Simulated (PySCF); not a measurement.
**UB3LYP/STO-3G run of SiF3 (trifluorosilyl)**

What is the vertical doublet–quartet gap of SiF3 (trifluorosilyl) at UB3LYP/STO-3G? The job is set up through a Python script.

The calculation is run with PySCF 2.14.0.

12 further runs of the same task are left out: 4 that didn't finish, 8 set aside as unsound or not needed.

## (1) The molecule

SiF3 has 4 atoms, charge 0, and is taken as a doublet. As SMILES, `F[Si](F)F`. Geometry: relaxed at PBE0-D4/def2-TZVP.

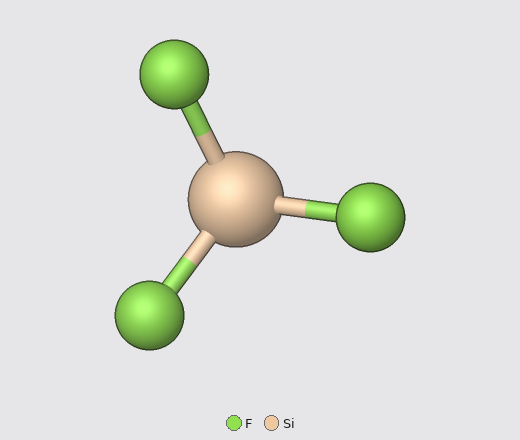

Viewed from a chosen angle; fluorine green, silicon light orange.

## (2) The energy at UB3LYP/STO-3G

job.py reads:

```python
from pyscf import gto, dft

molecule = gto.M(
    atom='''
F      1.483152    -0.958167     2.176398
Si    -0.534320     0.402625     0.442725
F     -1.878879    -1.686108    -1.217626
F      0.930048     2.241650    -1.401496
''',
    charge=0,
    unit='bohr',
    basis='sto-3g',
    spin=1,
    max_memory=1860,
    verbose=3,
)

myscf = dft.UKS(molecule)
myscf.xc = 'b3lyp'
myscf.grids.level = 5
myscf.conv_tol = 1e-10
myscf.kernel()
if not myscf.converged:
    myscf = myscf.newton().run(myscf.mo_coeff, myscf.mo_occ)

e_final = myscf.e_tot
print(f'total energy: {e_final:.8f} hartree')
```

Command:

```
OMP_NUM_THREADS=1 python job.py
```

The program printed:

```text
converged SCF energy = -581.281538293996  <S^2> = 0.75189504  2S+1 = 2.0018941
total energy: -581.28153829 hartree
```

It took 4.5 s on 1 thread of Intel Xeon 6975P-C (Granite Rapids), shared host; peak memory 0.23 GiB.

## (3) The quartet, same level

job.py reads:

```python
from pyscf import gto, dft

mol = gto.M(
    atom='F 0.784850 -0.507040 1.151700; Si -0.282750 0.213060 0.234280; F -0.994260 -0.892250 -0.644340; F 0.492160 1.186230 -0.741640',
    spin=3,
    verbose=3,
    charge=0,
    max_memory=1860,
    basis='sto-3g',
)

mf = dft.UKS(mol)
mf.xc = 'b3lyp'
mf.conv_tol = 1e-10
mf.grids.level = 5
mf.kernel()
if not mf.converged:
    mf = mf.newton().run(mf.mo_coeff, mf.mo_occ)

etot = mf.e_tot
print('E = %.10f Eh' % etot)
```

Command:

```
OMP_NUM_THREADS=1 python job.py
```

The program printed:

```text
WARN: HOMO 0.136502536948087 >= LUMO -0.509130628108314

WARN: HOMO 0.282622258846675 >= LUMO -0.0477594763192126

WARN: HOMO 0.276366229488926 >= LUMO -0.110454407195416

WARN: HOMO 0.275602876420972 >= LUMO -0.11182219749787

WARN: HOMO 0.275501611464388 >= LUMO -0.112119462066529

WARN: HOMO 0.275355661624854 >= LUMO -0.112052174278145

WARN: HOMO 0.275350403627045 >= LUMO -0.112050975782571

WARN: HOMO 0.275357322644447 >= LUMO -0.11205810948987

WARN: HOMO 0.275356457635446 >= LUMO -0.11205509177281

WARN: HOMO 0.275358551159023 >= LUMO -0.112058563922567

WARN: HOMO 0.275358110793872 >= LUMO -0.112060219511574

WARN: HOMO 0.275357949978123 >= LUMO -0.112061038249101

WARN: HOMO 0.275358498670046 >= LUMO -0.112058838477439

WARN: HOMO 0.275358314999557 >= LUMO -0.112060258658745

WARN: HOMO 0.275358257365127 >= LUMO -0.112059859730939

WARN: HOMO 0.275358118437351 >= LUMO -0.112059989603203

converged SCF energy = -580.832843596877  <S^2> = 3.7525402  2S+1 = 4.0012699
E = -580.8328435969 Eh
```

It took 6.3 s on 1 thread of Intel Xeon 6975P-C (Granite Rapids), shared host; peak memory 0.23 GiB.

## (4) Outcome

At UB3LYP/STO-3G:

```
                                        quantity          value
                           doublet: total energy  -581.28154 Eh
                          doublet: dipole moment         0.63 D
     doublet: HOMO energy (highest over α and β)       -2.01 eV
      doublet: LUMO energy (lowest over α and β)        1.15 eV
                                   doublet: ⟨S²⟩          0.752
                           quartet: total energy  -580.83284 Eh
                          quartet: dipole moment         1.46 D
                                   quartet: ⟨S²⟩          3.753
vertical energy of the quartet above the doublet      12.210 eV
```

In words: At this shape the quartet lies 12.21 eV (1178 kJ/mol) above the doublet. In a minimal basis such a difference can be off by several eV, whatever the method. Mulliken charges (doublet) run from -0.25 on F1 to +0.74 on Si2; they depend strongly on the basis. Mulliken charges (quartet) run from -0.12 on F3 to +0.37 on Si2.
